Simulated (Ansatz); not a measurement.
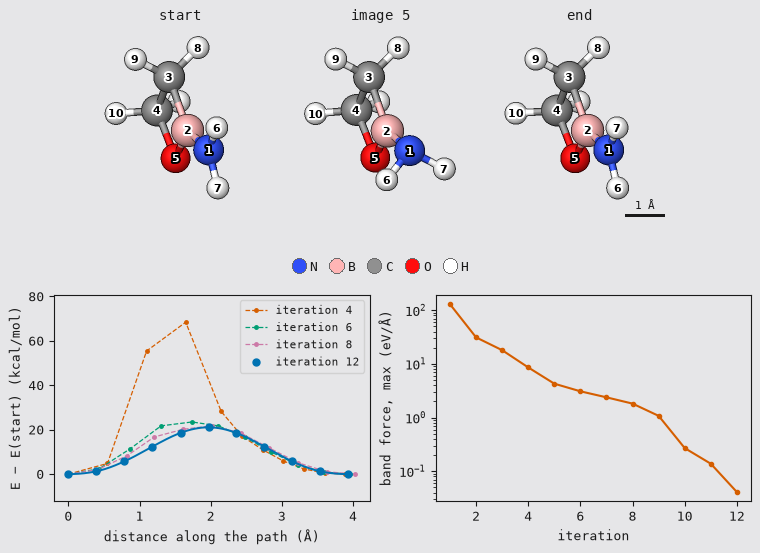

A search for the minimum-energy path of C2H6BNO by the nudged elastic band. Images are numbered from 0 (start) to 10 (end). The plot follows the band through its iterations. A ball-and-stick model, seen from a free direction.

Computed with RKS PBE0-D4/STO-3G in Ansatz 0.2.0. Set-up: 9 movable images; climbing image; force threshold 0.05 eV/Å; iteration limit 60; starting path through a guess of the saddle point.

> How did the profile develop, and is the result final?

The result is final at these settings. The band converged in 12 iterations. The largest component of the band force went from 130 to 0.041 eV/Å. The climbing image converged on the top of the path. Its vibrational analysis gives one imaginary mode (533i cm⁻¹), as a transition state must have. The first iteration put the highest image at 728.3 kcal/mol. The two ends have the same energy, and the highest point, image 5, lies 21.1 kcal/mol above the start.

Limits of the set-up: STO-3G is a minimal basis, so the numbers are rough.

The run took 2.1 min on 1 thread of Intel(R) Xeon(R) 6975P-C (Granite Rapids), on a shared host, peak memory 0.19 GiB.
